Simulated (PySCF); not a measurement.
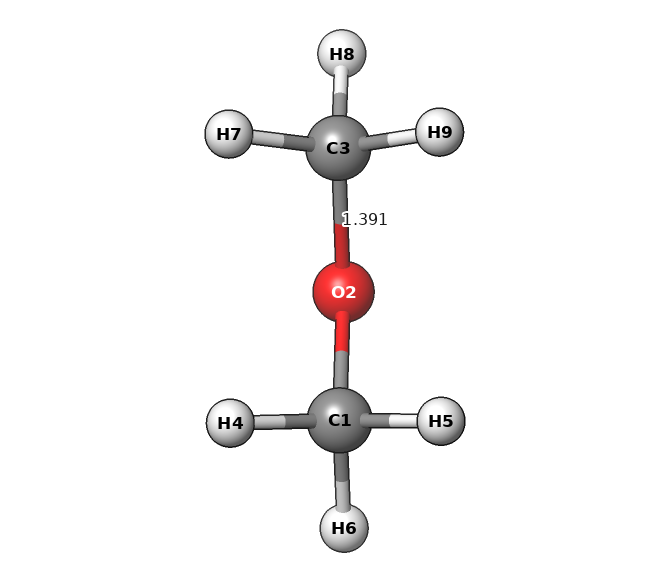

The numbers beside the sticks are distances in Å. Sticks don't show bond order. The geometry was computed by an optimisation with PBE0-D3(BJ)/def2-SVP. No frequency run is at hand to confirm it as a minimum.

**Assign a bond order to each marked bond.**

O2–C3 single.

**Give the structure as SMILES.**

COC
